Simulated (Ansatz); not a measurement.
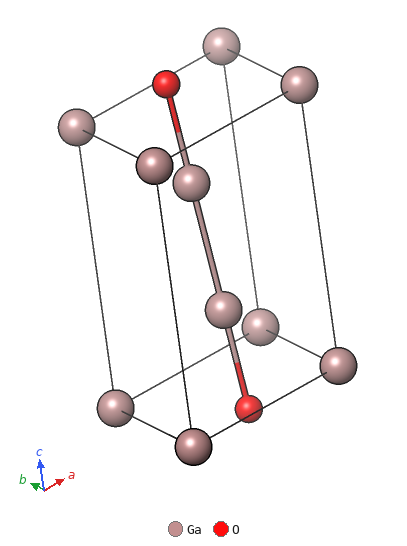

View slightly off an axis, drawn as a ball-and-stick model. Thin lines show the cell (the run's own, in a reduced setting), with boundary atoms drawn in all their periodic places. Finite groups of bonded atoms are drawn whole.

```xyz
5
Lattice="-2.1732 3.7640 0.0000 -4.3463 0.0000 0.0000 -2.1732 1.2547 4.8005" Properties=species:S:1:pos:R:3 pbc="T T T"
Ga   -4.3463    2.5094    3.6638
Ga   -4.3463    2.5094    1.1366
Ga   -2.1732    1.2547    4.8005
O    -6.5195    3.7640    3.9662
O    -2.1732    1.2547    0.8343
```

Level of theory and settings: DFT PBE, scalar-relativistic, plane waves, PAW in Ansatz, a 420 eV plane-wave basis, k-points about 0.14 Å⁻¹ apart, Gaussian smearing of 0.1 eV, no spin polarisation.

What are the atomic charges by Bader's partition?

Ga +0.45 to +0.91 e; O -1.14 e.

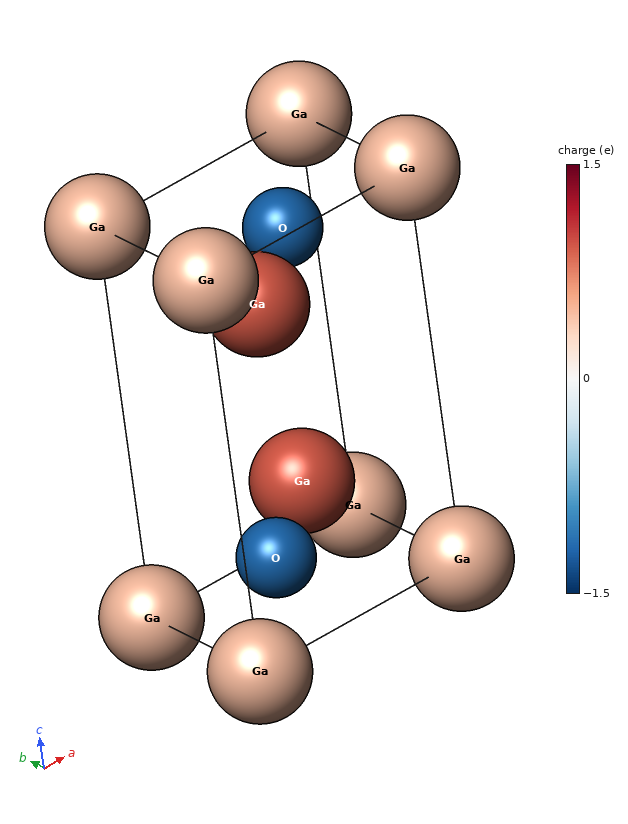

The atoms coloured by those charges.

Origin of the cell: a structure type filled with these elements by a generator (whether the compound takes this form wasn't checked). Earlier steps of the study may have refined or changed the cell and positions. It went into a calculation with Ansatz.
